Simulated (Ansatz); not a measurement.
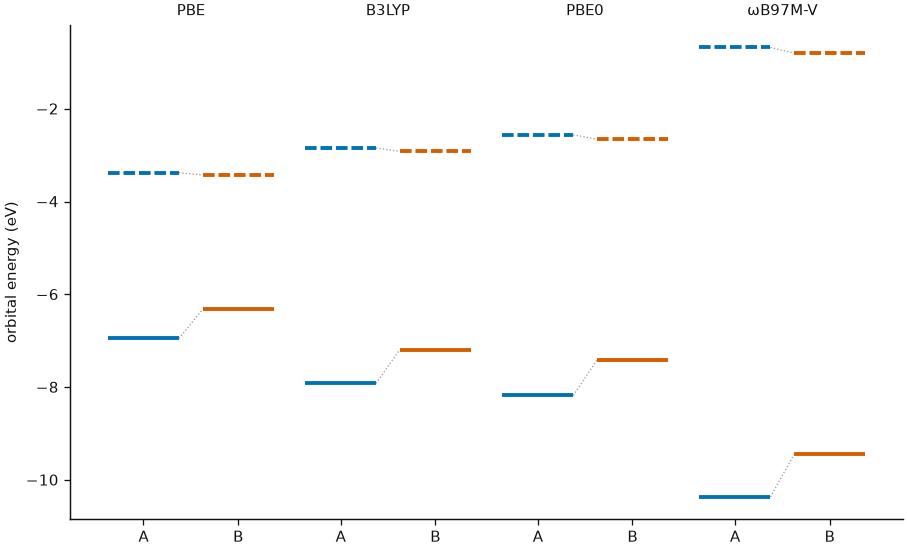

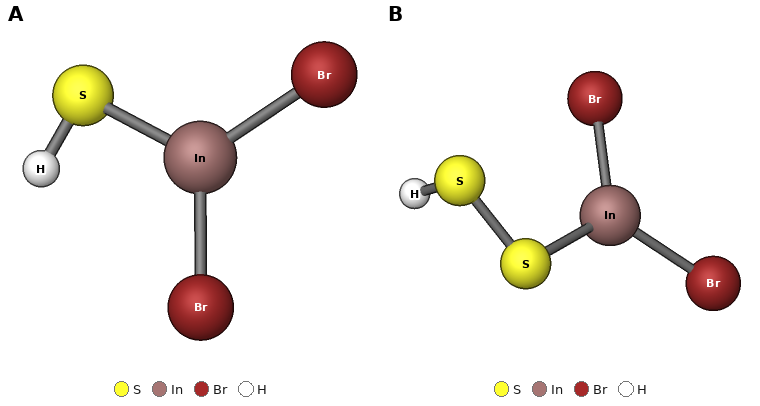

One change: A, InHSBr₂ (SMILES [SH][In]([Br])[Br]), becomes B, InHS₂Br₂ (SMILES S[S][In]([Br])[Br]). H on S is replaced by SH. HOMO (solid) and LUMO (dashed) computed in def2-TZVPP at PBE0-D4/def2-TZVP geometries, both minima by their frequencies, gas phase, the Ansatz code 0.2.0.

Question: What does the change do to HOMO and LUMO?

Answer: PBE: the HOMO rises by 0.63 eV, the LUMO falls by 0.05 eV, and the separation goes from 3.57 to 2.90 eV. B3LYP: the HOMO rises by 0.73 eV, the LUMO falls by 0.08 eV, and the separation goes from 5.08 to 4.27 eV. PBE0: the HOMO rises by 0.76 eV, the LUMO falls by 0.09 eV, and the separation goes from 5.62 to 4.76 eV. ωB97M-V: the HOMO rises by 0.92 eV, the LUMO falls by 0.12 eV, and the separation goes from 9.69 to 8.65 eV.

Question: Do the functionals agree on the effect?

Answer: They agree on the direction for both levels; the HOMO shift lies between 0.63 and 0.92 eV and the LUMO shift between −0.12 and −0.05 eV, while the separations themselves differ by up to 6.1 eV between functionals.

Caveats: core potentials past krypton; spin-orbit coupling is left out, and with In it can shift these values; one conformer of each flexible molecule.
